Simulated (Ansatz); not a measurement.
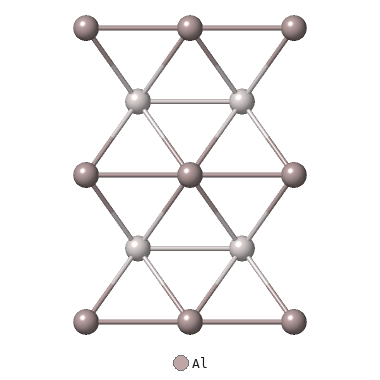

The system is Al on an Al(110) slab cut from the Fm-3m phase, its upper half relaxed before the scan (16 atoms of substrate and one adsorbate in a 2 × 2 cell); the picture shows it without the atoms that are moved over the map. 
- Al is moved over the surface cell; relaxed at each place: the height of the adsorbate's atoms; substrate rigid; the origin of the map has the adsorbate above Al13.
- Places are given modulo a cell vector. The map is drawn in real space over the plane of the surface.
- The grid has 6 × 6 points; 16 points were computed and 20 follow by symmetry.
- Places are given in fractions of the 1 × 1 surface cell.
- Energies: eV, counted from the lowest grid point.
- Computed with DFT PBE, scalar-relativistic, plane waves, PAW (Ansatz 0.2.0). Settings: cutoff 420 eV, k-mesh 5×4×1, gaussian smearing 0.1 eV, no spin polarisation.

Range: position of Al17 along the first surface vector from 0.000 to 0.833; position of Al17 along the second surface vector from 0.000 to 0.833.

What landscape does the calculation give?

The lowest grid point is at a fourfold hollow over a second-layer Al atom, (3/6, 3/6) of the cell vectors. It is the only kind of minimum in the scanned range. The highest grid point, the top site over a surface Al atom, (0/6, 0/6) of the cell vectors, lies 1.24 eV above the lowest. On the interpolated surface the easiest way out of the lowest well to its copy in the next cell or period passes a barrier of about 0.4 eV. At the lowest point the adsorbate has 1 Al at 2.72 Å as nearest neighbours, at the highest 1 Al at 2.64 Å. Its relaxed height above the top atom is 1.38 Å at the lowest and 2.64 Å at the highest point.

| second ↓, first → | 0/6 | 1/6 | 2/6 | 3/6 | 4/6 | 5/6 |
| --- | --- | --- | --- | --- | --- | --- |
| 5/6 | 1.18 | 1.11 | 0.89 | 0.73 | 0.89 | 1.11 |
| 4/6 | 0.92 | 0.82 | 0.57 | 0.38 | 0.57 | 0.82 |
| 3/6 | 0.40 | 0.32 | 0.12 | 0.00 | 0.12 | 0.32 |
| 2/6 | 0.92 | 0.82 | 0.57 | 0.38 | 0.57 | 0.82 |
| 1/6 | 1.18 | 1.11 | 0.89 | 0.73 | 0.89 | 1.11 |
| 0/6 | 1.24 | 1.16 | 0.96 | 0.81 | 0.96 | 1.16 |

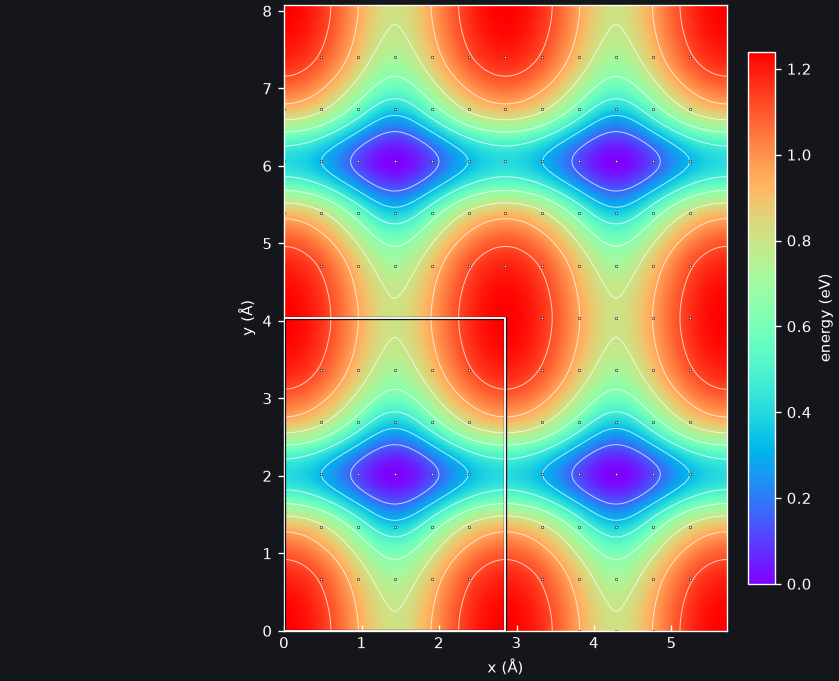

The picture shows a smooth colour map with a few white contour lines, dots at the grid points, the outline of one cell of the 2 × 2 shown. Between grid points the surface is interpolated.

The whole map (16 points run) took 27 min on 2 threads of Arm Neoverse N1, on a shared host.

PAW datasets: the set soft_1.
